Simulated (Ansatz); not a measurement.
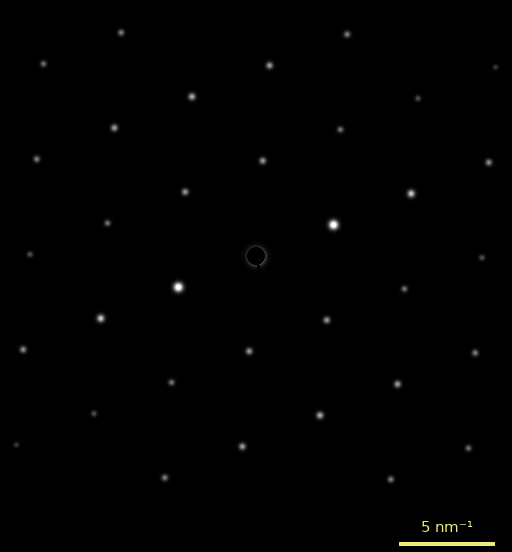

Kinematic zone-axis pattern, calculated for 80 keV electrons with B = 0.3 Å².

Phase: Bi, space group R-3m (No. 166), a = 4.53 Å, c = 12.35 Å (hexagonal axes). Structure: the input geometry of an electronic-structure calculation (not necessarily at equilibrium).

**Measure the pattern against the scale bar and name the zone.**

The spots form a centred rectangular net whose two shortest vectors correspond to d = 2.27 Å and 1.99 Å, 64.0° apart. They index as 2 -1 0 and 1 1 -3, so the zone axis is [121] (or an equivalent direction of <121>).

**Which reflections of this zone are missing, and why?**

The lattice centring (R) removes all reflections that break −h + k + l = 3n.
